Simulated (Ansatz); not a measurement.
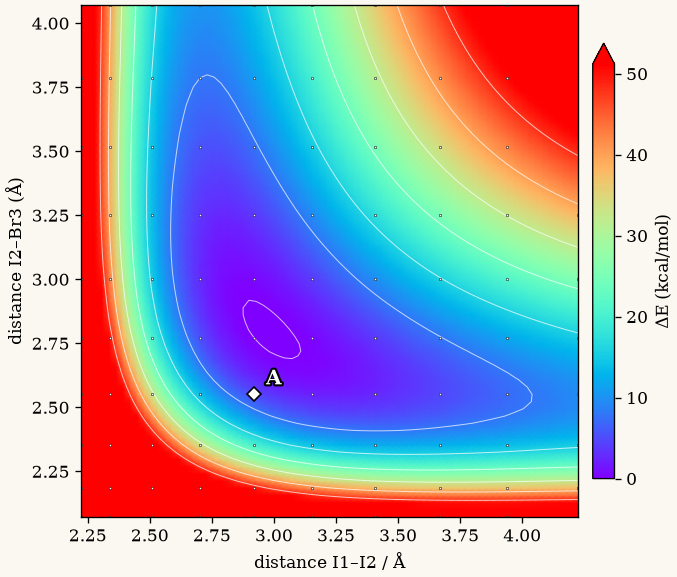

The system I⁻ + IBr. The first coordinate is: distance I1–I2; the second: distance I2–Br3. Nothing is relaxed (the angle I1–I2–Br3 is fixed at 160 degrees). The grid has 10 × 10 points. Energies: kcal/mol, counted from the lowest grid point. The reference is spin-restricted, so regions where a bond is pulled apart into radicals lie too high. Level of theory: RHF/def2-SVPD (Ansatz).

The picture shows a smooth colour map with a few white contour lines, dots at the grid points, one colour for all values above the top of the scale, the point A. Between grid points the surface is interpolated.

**Is A at rest? If not, where is it pushed?**

A, at distance I1–I2 = 2.921 Å, distance I2–Br3 = 2.551 Å, is not a stationary point. The computed force is 23 kcal/mol for each Å towards larger values of distance I1–I2 and 44 kcal/mol for each Å towards larger values of distance I2–Br3.
